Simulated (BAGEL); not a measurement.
# UHF/def2-TZVP (density fitting with qzvpp-jkfit) run of BCl2 (SMILES Cl[B]Cl)

Aim: the energy change on altering one bond length of BCl2 at UHF/def2-TZVP (density fitting with qzvpp-jkfit), from 2 runs. 

The results are computed with BAGEL 1.2.2.

3 further runs of the same task are left out: 3 set aside as unsound or not needed. Runs told in other sessions of the task aren't counted.

## Step 1: Starting point

BCl2: 3 atoms, total charge 0, spin state doublet. As SMILES, `Cl[B]Cl`. The shape is that of a PBE0-D4/def2-TZVP optimisation.

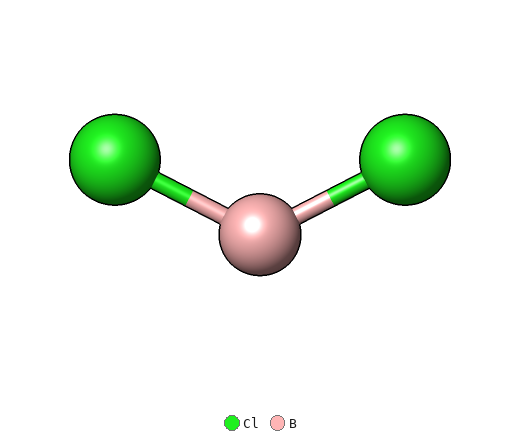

The structure, seen from a chosen angle (chlorine green, boron pink).

## Step 2: The energy at UHF/def2-TZVP (density fitting with qzvpp-jkfit)

The input, calc.json:

```json
{ "bagel": [

{
  "title": "molecule",
  "basis": "def2-tzvp.json",
  "df_basis": "qzvpp-jkfit",
  "angstrom": true,
  "geometry": [
    { "atom": "Cl", "xyz": [       0.371500,      -1.525600,       0.030000 ] },
    { "atom": "B", "xyz": [      -0.463900,      -0.050300,      -0.256900 ] },
    { "atom": "Cl", "xyz": [       0.081500,       1.511100,       0.213700 ] }
  ]
},

{
  "title": "uhf",
  "nopen": 1
},

{
  "title": "print",
  "file": "orbitals.molden",
  "orbitals": true
}

]}
```

The basis set def2-TZVP is read from a file made from the Basis Set Exchange's data (not shown).

Run with:

```
$ BAGEL_NUM_THREADS=1 BAGEL calc.json > calc.out
```

The program printed:

```text
* using 1 threads per process

  ===============================================================
  ===============================================================

  *** Geometry ***

  { "atom" : "Cl", "xyz" : [      0.702033,     -2.882966,      0.056692 ] },
  { "atom" : "B", "xyz" : [     -0.876644,     -0.095053,     -0.485471 ] },
  { "atom" : "Cl", "xyz" : [      0.154013,      2.855565,      0.403834 ] },

  Number of auxiliary basis functions:      331

  Since a DF basis is specified, we compute 2- and 3-index integrals:
    o Being stored without compression. Storage requirement is 0.029 GB

  Number of basis functions:      105
  Number of electrons      :       39

    * METHOD: MOLECULE                             0.21

  *** Open-shell HF ***

  === Nuclear Repulsion ===
   102.3590784618

      * DIIS with orbital gradients will be used.

  === UHF iteration (def2-tzvp.json) ===
      0       -943.64151015          0.02041932           0.13
      1       -943.70958539          0.01235824           0.13
      2       -943.72740771          0.00687369           0.13
      3       -943.73336549          0.00121529           0.13
      4       -943.73467440          0.00035176           0.13
      5       -943.73481591          0.00010924           0.13
      6       -943.73485287          0.00002456           0.13
      7       -943.73485766          0.00001199           0.13
      8       -943.73485935          0.00000625           0.13
      9       -943.73485999          0.00000175           0.13
     10       -943.73486001          0.00000057           0.13
     11       -943.73486001          0.00000021           0.13
     12       -943.73486001          0.00000009           0.13
     13       -943.73486001          0.00000004           0.13
     14       -943.73486001          0.00000002           0.13
     15       -943.73486001          0.00000001           0.13
     16       -943.73486001          0.00000001           0.13
    * SCF iteration converged.

    * S^2 (UHF) is 0.7558

    * Permanent dipole moment:
           (    0.006403,     0.000512,     0.003525) a.u.

    * METHOD: UHF                                  2.38

    * METHOD: PRINT                                0.03

  ===============================================================
```

Wall time 2.8 s (1 thread of Arm Neoverse N1, shared host); peak memory 0.1 GiB.

## Step 3: The distorted shape at the same level

The input, calc.json:

```json
{ "bagel" : [

{
  "title" : "molecule",
  "basis" : "def2-tzvp.json",
  "df_basis" : "qzvpp-jkfit",
  "angstrom" : true,
  "geometry" : [
    { "atom" : "Cl", "xyz" : [       0.098814,      -2.306260,      -0.205288 ] },
    { "atom" : "B", "xyz" : [      -0.736586,      -0.830960,      -0.492188 ] },
    { "atom" : "Cl", "xyz" : [       0.081500,       1.511100,       0.213700 ] }
  ]
},

{ "title" : "uhf", "nopen" : 1 },

{ "title" : "print", "file" : "orbitals.molden", "orbitals" : true }

]}
```

The basis set def2-TZVP is read from a file made from the Basis Set Exchange's data (not shown).

Run with:

```
$ BAGEL_NUM_THREADS=1 BAGEL calc.json > calc.out
```

The program printed:

```text
* using 1 threads per process

  ===============================================================
  ===============================================================

  *** Geometry ***

  { "atom" : "Cl", "xyz" : [      0.186731,     -4.358200,     -0.387938 ] },
  { "atom" : "B", "xyz" : [     -1.391946,     -1.570287,     -0.930101 ] },
  { "atom" : "Cl", "xyz" : [      0.154013,      2.855565,      0.403834 ] },

  Number of auxiliary basis functions:      331

  Since a DF basis is specified, we compute 2- and 3-index integrals:
    o Being stored without compression. Storage requirement is 0.029 GB

  Number of basis functions:      105
  Number of electrons      :       39

    * METHOD: MOLECULE                             0.20

  *** Open-shell HF ***

  === Nuclear Repulsion ===
    83.4202538729

      * DIIS with orbital gradients will be used.

  === UHF iteration (def2-tzvp.json) ===
      0       -943.47117203          0.02451170           0.13
      1       -943.56732148          0.01904571           0.13
      2       -943.61256938          0.01190139           0.13
      3       -943.63601607          0.00137917           0.13
      4       -943.64005276          0.00080454           0.13
      5       -943.64219159          0.00059186           0.13
      6       -943.64359159          0.00050713           0.13
      7       -943.64525586          0.00040669           0.13
      8       -943.64645213          0.00018918           0.13
      9       -943.64654308          0.00011005           0.13
     10       -943.64657007          0.00004085           0.13
     11       -943.64657527          0.00002799           0.13
     12       -943.64657716          0.00001139           0.13
     13       -943.64657747          0.00000835           0.13
     14       -943.64657765          0.00000646           0.13
     15       -943.64657782          0.00000411           0.13
     16       -943.64657790          0.00000244           0.13
     17       -943.64657794          0.00000133           0.13
     18       -943.64657795          0.00000073           0.13
     19       -943.64657795          0.00000040           0.13
     20       -943.64657795          0.00000029           0.13
     21       -943.64657795          0.00000021           0.13
     22       -943.64657795          0.00000015           0.13
     23       -943.64657795          0.00000010           0.13
     24       -943.64657795          0.00000008           0.13
     25       -943.64657795          0.00000006           0.13
     26       -943.64657795          0.00000004           0.13
     27       -943.64657795          0.00000002           0.13
     28       -943.64657795          0.00000001           0.13
     29       -943.64657795          0.00000001           0.13
    * SCF iteration converged.

    * S^2 (UHF) is 0.9492

    * Permanent dipole moment:
           (    0.140414,     1.201980,     0.210928) a.u.

    * METHOD: UHF                                  4.09

    * METHOD: PRINT                                0.03

  ===============================================================
```

It took 4.5 s on 1 thread of Arm Neoverse N1, shared host; peak memory 0.1 GiB.

## Step 4: Summary of results

At UHF/def2-TZVP (density fitting with qzvpp-jkfit):

| quantity | value |
| --- | --- |
| first shape: total energy | -943.73486 Eh |
| first shape: dipole moment | 0.02 D |
| first shape: ⟨S²⟩ | 0.756 |
| distorted shape: total energy | -943.64658 Eh |
| distorted shape: dipole moment | 3.12 D |
| distorted shape: ⟨S²⟩ | 0.949 |
| energy change with the B2–Cl3 bond stretched from 1.720 to 2.579 Å | 2.402 eV |

What this shows: With the B2–Cl3 bond stretched from 1.720 to 2.579 Å the energy rises by 2.40 eV (232 kJ/mol). The first shape isn't relaxed at this level, so the change isn't measured from a minimum. ⟨S²⟩ (distorted shape) is 0.95 where a pure doublet has 0.75: the reference is spin-contaminated.
